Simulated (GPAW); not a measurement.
# A GW chain in GPAW: SiC (F-43m), part 2 of 2

How does a plane-wave GW calculation on SiC (F-43m) run from the first input to the gap?

GPAW 26.7.0; PBE and many-body steps on it, plane waves. Known limits of the many-body steps: not at the basis limit.

So far. Step 3 (Bands along the symmetry lines): The gap is 1.350 eV, as in the run before at this level. Step 4 (Empty states on the mesh, 6×6×6 mesh, 118 bands): On this mesh the gap is 1.350 eV.

**5. Screening and self-energy, 6×6×6 mesh, 108 bands, screening to 175 eV**

Now the one-shot GW correction: screening in the RPA, then the self-energy of the levels asked for.

This step: G0W0 on PBE, plane waves, PAW.

The input, run.py:

```python
import json
import numpy as np
from gpaw.mpi import world
from gpaw.response.g0w0 import G0W0

gw = G0W0('full.gpw',
    filename='gw',
    kpts=[0, 12],
    bands=(2, 6),
    ecut=175,
    nbands=108,
    integrate_gamma='WS',
    ppa=True)
gw.calculate()
res = {mode: {k: v for k, v in r.items() if k != 'sigma_eskwn'}
       for mode, r in gw.all_results.items()}

if world.rank == 0:
    with open('result.json', 'w') as f:
        json.dump(res, f, default=lambda x: x.tolist())
```

Command:

```bash
> mpirun -n 4 gpaw python run.py
```

Numbers of over 12 decimals in the logs are rounded to 6 here.

Output:

```text
Using integrator: PointIntegrator
FrequencyGridDescriptor(from 0.000+0.000j to 0.000+27.211j eV, 2 points)
Nonperiodic BCs:  [False False False]
Using integrator: PointIntegrator
FrequencyGridDescriptor(from 0.000+0.000j to 0.000+27.211j eV, 2 points)
Nonperiodic BCs:  [False False False]
  ___  _ _ _
 |   || | | |
 | | || | | |
 |__ ||_____|
 |___|

BZ k-points: Symmetries present (total): 24

  [... matrices ...]
216 k-points: 6 x 6 x 6 Monkhorst-Pack grid + [1/12,1/12,1/12]
16 k-points in the irreducible part of the Brillouin zone
       k-points in crystal coordinates                weights
   0:     0.00000000    0.00000000    0.00000000          1/216
   1:     0.16666667    0.16666667    0.00000000          6/216
   2:     0.16666667    0.16666667    0.16666667          8/216
   3:     0.33333333    0.16666667    0.16666667         12/216
   4:     0.33333333    0.33333333   -0.33333333         12/216
   5:     0.33333333    0.33333333    0.00000000          6/216
   6:     0.33333333    0.33333333    0.16666667         24/216
   7:     0.33333333    0.33333333    0.33333333          8/216
   8:     0.50000000    0.33333333   -0.33333333         24/216
   9:     0.50000000    0.33333333   -0.16666667         12/216
          ...
  15:     0.50000000    0.50000000    0.50000000          4/216

Distributing spins, k-points and bands (1 x 2 x 4) over 4 processes
Number of blocks: 1

Quasi particle states:
k-points (IBZ indices): [0, 12]
Band range: (2, 6)
  [... matrices ...]
Computational parameters:
Plane wave cut-off: 175 eV
Number of bands: 108
Coulomb cutoff: None
Broadening: 0.1 eV

fxc modes: GW
Kernel: RPA
Using Godby-Needs plasmon-pole approximation:
  Fitting energy: i*E0, E0 = 1.000 Hartree
Summing all q:

Calculating screened Coulomb potential
No Coulomb truncation
FrequencyGridDescriptor(from 0.000+0.000j to 0.000+27.211j eV, 2 points)
Removing empty qpoint cache files...

Calculating chi0 body with:
    Ground state adapter containing:
    Number of spins: 1
    Number of kpoints: 216
    Number of irreducible kpoints: 16
    Number of completely occupied states: 4
    Number of partially occupied states: 4
    Occupied states memory: 0.35595703125 M / cpu

    Linear response parametrization:
    q_c: [1.3877787807814457e-17, 1.3877787807814457e-17, 1.3877787807814457e-17]
    Number of frequency points: 2
    Planewave cutoff: 175.0
    Number of bands: 108
    Number of planewaves: 113
    Broadening (eta): 1e-06
    comm.size: 4
    kncomm.size: 4
    blockcomm.size: 1

    Memory estimate of potentially large arrays:
        chi0_wGG: 0.389679 M / cpu
Integrating chi0 body.

Symmetries of q_c:
    Direct symmetries (Uq -> q): 24
    Indirect symmetries (TUq -> q): 24
In total 48 allowed symmetries.

  [... matrices ...]
16 groups of equivalent kpoints. 92.592593% reduction.

Integral kind: response function
Integrating chi0 head and wings.

Symmetries of q_c:
    Direct symmetries (Uq -> q): 24
    Indirect symmetries (TUq -> q): 24
In total 48 allowed symmetries.

  [... matrices ...]
16 groups of equivalent kpoints. 92.592593% reduction.

Integral kind: response function wings

Calculating chi0 body with:
    Ground state adapter containing:
    Number of spins: 1
    Number of kpoints: 216
    Number of irreducible kpoints: 16
    Number of completely occupied states: 4
    Number of partially occupied states: 4
[... the further q-points ...]

Results:
f:      Occupation numbers
eps:     KS-eigenvalues [eV]
vxc:     KS vxc [eV]
exx:     Exact exchange [eV]
sigma:   Self-energies [eV]
dsigma:  Self-energy derivatives
Z:       Renormalization factors
qp:      QP-energies [eV]

k-point 0 (0): (0.000, 0.000, 0.000)                GW
band       f     eps     vxc     exx   sigma  dsigma       Z      qp
                                                                   GW
   2   1.000   8.249 -15.737 -18.301   1.813  -0.255   0.797   7.651
   3   1.000   8.249 -15.736 -18.301   1.813  -0.255   0.797   7.651
   4   0.000  14.510 -15.446  -9.671  -5.144  -0.256   0.796  15.012
   5   0.000  15.550 -13.909  -8.136  -5.014  -0.233   0.811  16.166

k-point 1 (12): (0.500, 0.500, 0.000)                GW
band       f     eps     vxc     exx   sigma  dsigma       Z      qp
                                                                   GW
   2   1.000   5.057 -14.795 -18.539   2.651  -0.270   0.787   4.197
   3   1.000   5.057 -14.795 -18.539   2.651  -0.270   0.787   4.197
   4   0.000   9.599 -11.372  -7.198  -3.911  -0.214   0.824   9.817
   5   0.000  12.563 -12.323  -7.464  -4.374  -0.211   0.826  12.964
```

Run time: 43 s. Hardware: 4 MPI ranks of Arm Neoverse V2, shared host; peak memory 1 GiB.

Numbers from this step:

| Property | Result |
| --- | --- |
| G0W0 gap on the points computed | 2.166 eV |
| least direct G0W0 gap on the computed points | 5.620 eV |
| Z at the valence top | 0.7966 |
| Z at the conduction bottom | 0.8240 |
| starting gap on the mesh | 1.350 eV |
| k of the valence top | 0, 0, 0 |
| k of the conduction bottom | 0.5, 0.5, 0 |

The gap on the mesh goes from 1.35 eV to 2.17 eV, a correction of +0.82 eV.

Limits: finite bands, cutoff and mesh. v1 is the top filled band, c1 the lowest empty one. Levels before and after the correction, in eV, zero at the valence-band top of each column:

```tsv
	conduction bottom	valence top
Kohn-Sham	1.35	0.00
G0W0	2.17	0.00
```

```tsv
	level	energy (eV)
Kohn-Sham	Γ v2-v1	0.000
Kohn-Sham	Γ c1	6.261
Kohn-Sham	Γ c2	7.301
Kohn-Sham	(0.5 0.5 0) v2-v1	-3.192
Kohn-Sham	(0.5 0.5 0) c1	1.350
Kohn-Sham	(0.5 0.5 0) c2	4.314
G0W0	Γ v2-v1	0.000
G0W0	Γ c1	7.361
G0W0	Γ c2	8.515
G0W0	(0.5 0.5 0) v2-v1	-3.454
G0W0	(0.5 0.5 0) c1	2.166
G0W0	(0.5 0.5 0) c2	5.313
```

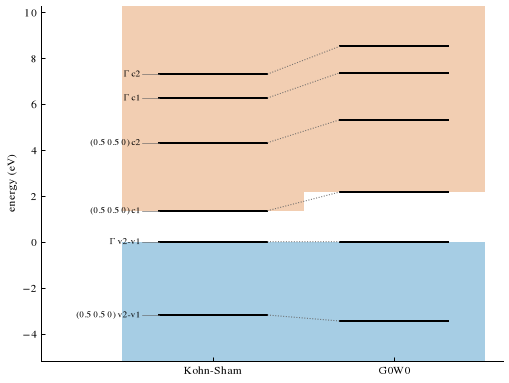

Levels before and after the correction. Shaded: valence and conduction bands.

**6. Where the time went**

Times are wall times on 4 MPI ranks of Arm Neoverse V2, shared host, good to a factor of about two.

```tsv
step	time	share	memory (GiB)
ground state	4 s	7 %	0.57
bands along the symmetry lines	3.7 s	7 %	0.58
empty states on the mesh	4.2 s	8 %	0.77
screening and self-energy	43 s	78 %	1.0
```

**7. Outcome**

| Quantity | Value |
| --- | --- |
| PBE gap | 1.35 eV, indirect |
| G0W0 gap on the mesh | 2.17 eV |
| GW settings | 6×6×6 mesh, 108 bands, screening to 175 eV, Godby-Needs plasmon pole |
| known limits | not at the basis limit |

In words: G0W0 moves the gap on the mesh from 1.35 eV to 2.17 eV (+0.82 eV), with Z of 0.80 and 0.82 at the edges. Only 2 of the mesh's irreducible points were corrected, so a valley elsewhere could overtake. The dearest step here is «screening and self-energy». Against experiment, by G0W0@PBE: the gap of 2.17 eV lies −0.23 eV from the measured 2.4 eV (indirect, 2018); the gap of 2.17 eV lies −0.22 eV from the measured 2.39 eV (kind not stated, quoted 2020). The calculation has static nuclei and no excitons; a measured gap holds zero-point and thermal motion, which mostly lowers it. Bands and cutoff are finite, so the gap is not at the basis limit. The miss can reach some tenths of an eV and take either sign; the mesh is an error of its own. These stock PAW sets were not made for GW. In the G0W0 run levels were corrected at 2 k points alone, so a gap called «on the mesh» is the least over those, and an edge elsewhere would be missed.

[Paths, hosts, dates, memory and timing lines, banners, echoed tables and standing remarks are left out of the program output.]

[Logs are printed without paths, hosts, clocks, repeated set-up lines and the standing remarks that a program may print on its own settings, such as how far it seeks lower states.]

[Runs of the session that timed out or met a known fault of the program may be left out.]

[Hosts, paths, dates, database ids (printed as entryN), source tags and the programs' standing remarks are cut or masked in the printed files.]
